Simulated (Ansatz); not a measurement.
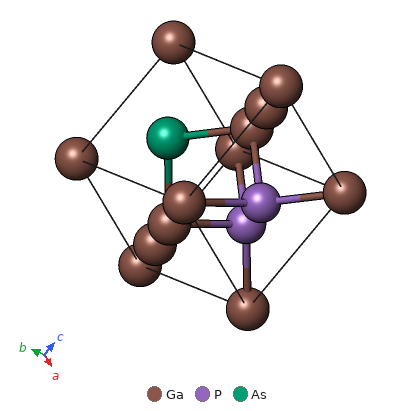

This ball-and-stick model is shown slightly off an axis. The parallelepiped is the simulation cell.

Input deck:
```yaml
crystal:
  lattice:
    - [-1.9735282, 1.9735282, 8.3829168]
    - [1.9735282, -1.9735282, 8.3829168]
    - [1.9735282, 1.9735282, -8.3829168]
  atoms:
    - { symbol: Ga, position: [0.0, 0.0, 0.0] }
    - { symbol: Ga, position: [0.662527, 0.662527, 0.0] }
    - { symbol: Ga, position: [0.337473, 0.337473, 0.0] }
    - { symbol: P, position: [0.5813, 0.0813, 0.5] }
    - { symbol: P, position: [0.9187, 0.4187, 0.5] }
    - { symbol: As, position: [0.25, 0.75, 0.5] }
basis:
  ecutwfc: 500
kpoints:
  mp_grid: { grid: [10, 10, 10] }
  band_path:
    path:
      - [[0.0, 0.0, 0.0], [0.0, 0.0, 0.5], [0.25, 0.25, 0.25], [0.0, 0.5, 0.0], [0.0, 0.0, 0.0], [0.5, 0.5, -0.5], [0.26385595, 0.73614405, -0.26385595]]
      - [[-0.26385595, 0.26385595, 0.26385595], [0.0, 0.0, 0.0]]
      - [[0.0, 0.0, 0.5], [-0.0277119, 0.0277119, 0.5]]
      - [[0.5, 0.5, -0.0277119], [0.5, 0.5, -0.5]]
    npoints: 14
hamiltonian:
  xc: r2scan
scf:
  occupations: { method: gaussian, width: 0.02 }
  n_extra_bands: 15
output:
  forces: true
  stress: true
  eigenvalues: true
  populations: true
  dos: { projected: true, de: 0.02, nscf_kmesh: { grid: [15, 15, 15] } }
  bader: true
  write_density: true
  write_potential: true
  elf: true
  volumetric_format: npy
```
Run as:
```sh
ansatz run input.yaml --threads 4 --pin off --max-ram 8192MiB --backend cpu --events-out ev --progress --plain --runs-dir out
```

Method used: Ansatz 0.2.0, DFT r2SCAN, scalar-relativistic, plane waves, PAW. It ran with plane waves up to 500 eV, a 10×10×10 grid in reciprocal space, Gaussian smearing of 0.02 eV, no spin polarisation.

Question: How are the electrons shared out in a Bader analysis?

Answer: Ga +0.84 to +0.90 e; As -0.77 e; P -0.90 e. The transfer is large, as in an ionic solid.

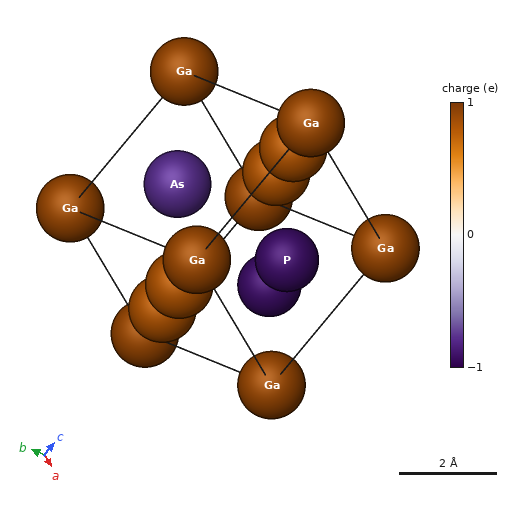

The atoms coloured by those charges.

The structure comes from a structure type filled with these elements by a generator (whether the compound takes this form wasn't checked). Earlier steps of the study, as a rule a relaxation of our own, may have changed the cell and positions, so they can lie some per cent off the listed ones. A calculation with Ansatz used it as input.
